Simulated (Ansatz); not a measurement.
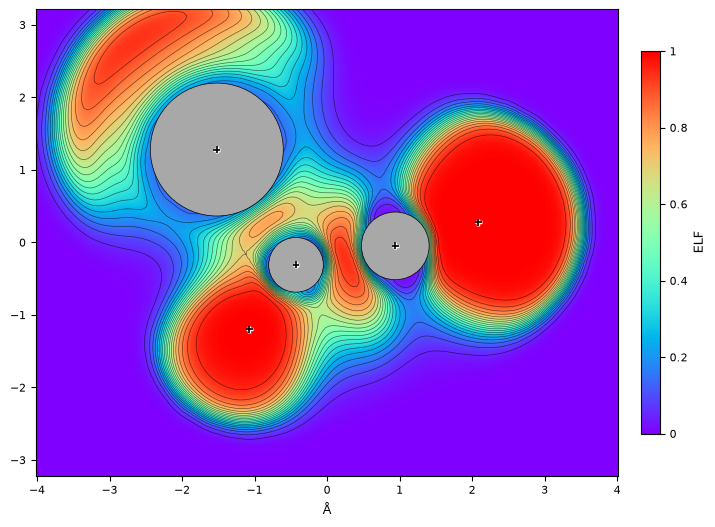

The electron localisation function on a plane through atoms (crosses mark nuclei in the plane; grey discs cover the cores).

Level of theory: isolated molecule in a Gaussian basis; Kohn-Sham density functional theory, functional PBE0 (Ansatz 0.2.0).

Candidates:
A. C9H6N2 (SMILES N#Cc1cc2ccccn2c1)
B. CH2BGa (SMILES [BH+][CH][Ga]) (charge +1, doublet)
C. CH3BF (SMILES C=[BH-]F) (charge −1)

Question: Which system is this?

Answer: Candidate B: CH2BGa on the molecular plane, which holds C, B, Ga and H. C–B (1.39 Å): the ELF peaks at about 0.95 between the atoms: localised, covalent bonding. C–Ga (1.93 Å): the ELF peaks at about 0.80 in the valence shell of C, 0.7 Å from its nucleus, and is about 0.40 at the midpoint.
